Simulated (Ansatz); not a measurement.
**TiPd2S3: one candidate of a structure search, part 1 of 2**

Where does this trial cell of TiPd2S3 go when cell and atoms are let free?

Program: Ansatz 0.2.0. Level of theory: DFT PBE, scalar-relativistic, plane waves, PAW. These are calculated values, not measurements.

**1. Starting point**

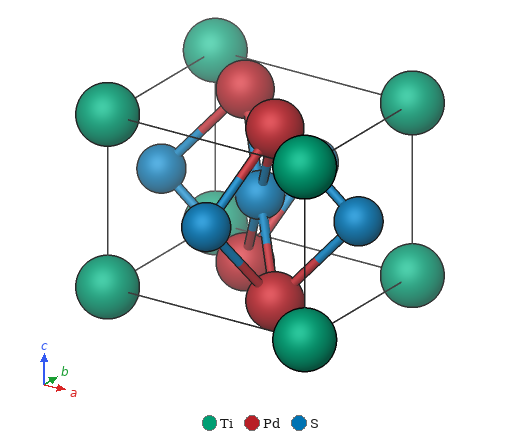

Start, viewed slightly off an axis; titanium teal, palladium red, sulfur blue. Atoms on the faces are drawn again on the opposite ones.

Coordinates:

```
CELL_PARAMETERS angstrom
6.02646 0.00000 0.00000
-3.01323 5.21907 0.00000
0.00000 0.00000 3.45223
ATOMIC_POSITIONS crystal
Ti 0.00000 0.00000 0.00000
Pd 0.33333 0.66667 0.00000
Pd 0.66667 0.33333 0.00000
S 0.50000 0.00000 0.50000
S 0.50000 0.50000 0.50000
S 0.00000 0.50000 0.50000
```

Recipe of the guess: species swapped into a database cell of NdB2Rh3 (P6/mmm, No. 191), with Ti on the Nd sites, Pd on the B sites and S on the Rh sites. The dimensions are guesses.

**2. Probe: one point on a coarse mesh**

input.yaml reads:

```yaml
crystal:
  lattice:
    - [6.02646426, 0.0, 0.0]
    - [-3.01323213, 5.21907115, 0.0]
    - [0.0, 0.0, 3.45223408]
  atoms:
    - { symbol: Ti, position: [0.0, 0.0, 0.0], spin: 1.0 }
    - { symbol: Pd, position: [0.33333333, 0.66666667, 0.0] }
    - { symbol: Pd, position: [0.66666667, 0.33333333, 0.0] }
    - { symbol: S, position: [0.5, 0.0, 0.5] }
    - { symbol: S, position: [0.5, 0.5, 0.5] }
    - { symbol: S, position: [0.0, 0.5, 0.5] }
basis:
  ecutwfc: 420
kpoints:
  mp_grid: { grid: [3, 3, 6] }
hamiltonian:
  xc: pbe
scf:
  occupations: { method: gaussian, width: 0.1 }
  lower_state_search: "off"
output:
  forces: true
  stress: true
  eigenvalues: true
  populations: true
magnetization:
  spin_polarized: true
```

On the command line:

```sh
$ ansatz run input.yaml --threads 1 --pin off --max-ram 2560MiB --backend cpu --events-out ev --progress --plain --runs-dir out
```

What it wrote, cut to the lines that bear on the results:

```text
[...]
SCF converged after 21 iterations
Magnetization: 1.8181 μB (33.9090 up, 32.0910 down)
Absolute magnetization: 2.3961 μB (∫|ρ↑−ρ↓|, with the PAW one-centre terms)
Spin contamination: 0.1932 ħ² per cell (⟨S²⟩ above its minimum at these occupations)
Per-site moments (μB) at R_I (Å): [(1.8418960999369036, 1.4240465580000001), (-0.046582692321564596, 1.0109198239717623), (-0.0465826923215646, 1.0109198239717623), (-0.04723535576906076, 1.0109198239717625), (-0.047235355769060815, 1.0109198239717623), (-0.04723535576906069, 1.0109198239717623)]
Free energy (F): -19149.862543 eV
[...]
E sigma→0 (E₀):  -19149.846297 eV
Entropy (-TS):   -0.032492 eV (-5.415 meV/atom)
Fermi energy:    11.714066 eV
[...]
--- Forces (eV/Å), atoms counted from 1 ---
  atom   1  Ti     0.00000000    -0.00000000     0.00000000
  atom   2  Pd    -0.00000000    -0.00000000    -0.00000000
  atom   3  Pd    -0.00000000     0.00000000     0.00000000
  atom   4  S      0.00000000    -0.00000000     0.00000000
  atom   5  S      0.00000000     0.00000000     0.00000000
  atom   6  S      0.00000000     0.00000000     0.00000000
[...]
--- Stress (GPa, compression-positive) ---
        0.974992       0.000000       0.000000
        0.000000       0.974992       0.000000
        0.000000       0.000000       5.229671
  P = ⅓ Tr σ = 2.3932 GPa (23.932 kbar)
--- Band table (eV; the first three rows and the last of 24) ---
[...]
--- Löwdin populations: 6 sites ---
  site symbol       q [e]    m [muB]
     0     Ti     11.3081     2.0932
     1     Pd     17.1042    -0.0438
     2     Pd     17.1042    -0.0438
     3      S      6.5952    -0.0788
     4      S      6.5952    -0.0788
     5      S      6.5952    -0.0788
  spilling = 0.010572 (of n_electrons = 66.000000)
```

Run time: 29 s. Hardware: 1 thread of Intel Xeon at 2.50GHz (Skylake/Cascade Lake), shared host; peak memory 0.45 GiB.

Site by site:

| atom | moment in the atom's sphere (μB) | Löwdin electrons |
| --- | --- | --- |
| Ti1 | 1.84 | 11.31 |
| Pd2 | -0.05 | 17.10 |
| Pd3 | -0.05 | 17.10 |
| S4 | -0.05 | 6.60 |
| S5 | -0.05 | 6.60 |
| S6 | -0.05 | 6.60 |

The Löwdin counts miss 0.70 of the 66 electrons, which the atomic orbitals do not span, so they are no charges.

Read-out: pressure 2.4 GPa, largest force 0.00 eV/Å, gap on this mesh none (metal). The relaxation goes to the converged mesh at once.

(Continued in part 2 of 2.)
